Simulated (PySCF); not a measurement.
**B₂H₈NO₃Si₂ (doublet): density, localisation and related maps**

Input file:

```
{"job": {"kind": "epr"}, "charge": 0, "multiplicity": 2}
Si     0.497193     1.821870     0.074579
O      0.869490     0.336021    -0.567428
B      1.956513    -0.503139    -0.537088
O      3.136869    -0.045499    -0.041789
O      1.841857    -1.778290    -0.991679
B     -2.125224     0.735610     0.421062
Si    -1.499485    -1.177160     0.702542
N     -1.256286     1.823928     0.206058
H      0.873348     2.934304    -0.862327
H      3.811317    -0.732192    -0.046226
H      0.932091    -1.985346    -1.233166
H     -3.316409     0.968359     0.438520
H     -1.155579    -1.848608    -0.598287
H     -0.300667    -1.301007     1.595981
H     -2.584809    -2.002811     1.324568
H     -1.691732     2.741560     0.135938
```

Run with:

```sh
OMP_NUM_THREADS=1 python cluster_run.py task.json out
```

Geometry: PBE0-D3(BJ)/def2-SVP.

Theory: PySCF, UKS B3LYP, IGLO-III on B N O Si, pcH-1 on H, non-relativistic, mean-field spin-orbit, GIAO.

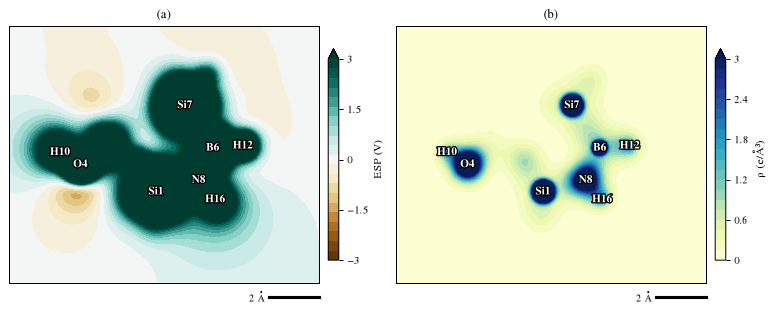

Figure 1. (a) molecular electrostatic potential; (b) electron density on the plane of atoms Si1, N8 and H16.

Interpret the plot.

Atoms in the plane: Si, O, B, N and H.
B–N (1.41 Å): ρ is about 1.9 e/Å³ halfway.
Si–N (1.76 Å): ρ is about 1 e/Å³ halfway.
Si–B (2.03 Å): ρ is about 0.79 e/Å³ halfway.
O–H (0.96 Å): the density is about 3.8 e/Å³ at the midpoint.
N–H (1.02 Å): ρ at the midpoint is about 2.8 e/Å³.
Outside the dense part of the molecule the potential is most negative (−1.4 V) near O4.

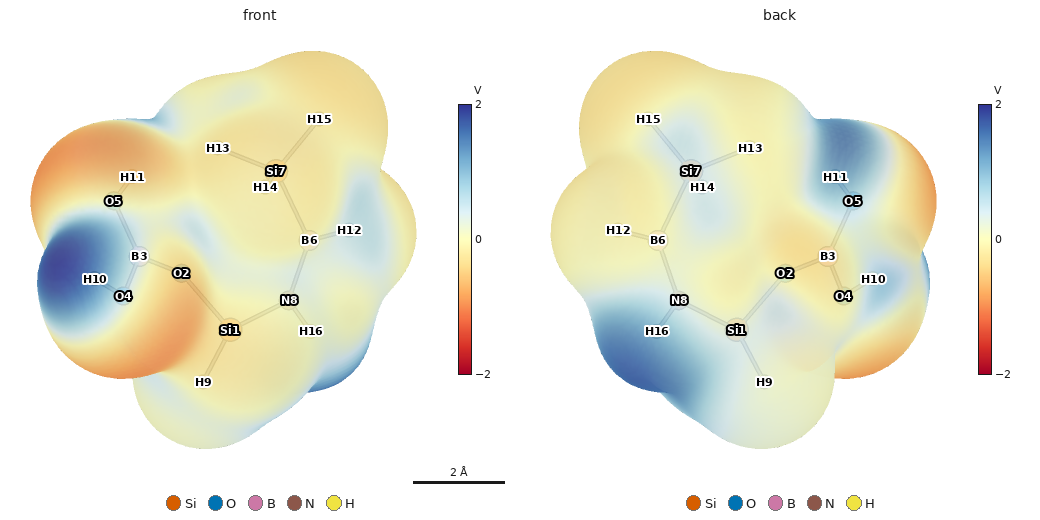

Figure 2. The molecular electrostatic potential painted on the density surface at 0.001 e/bohr³, seen from the front and from behind; the colour scale runs from red (negative) to blue (positive).

Which sites attract a positive test charge, and which a negative one?

A positive charge is drawn to the negative regions and a negative charge to the positive ones. The most negative region (about −0.9 V) lies over O4 and O5, the most positive (about +1.9 V) over H10.
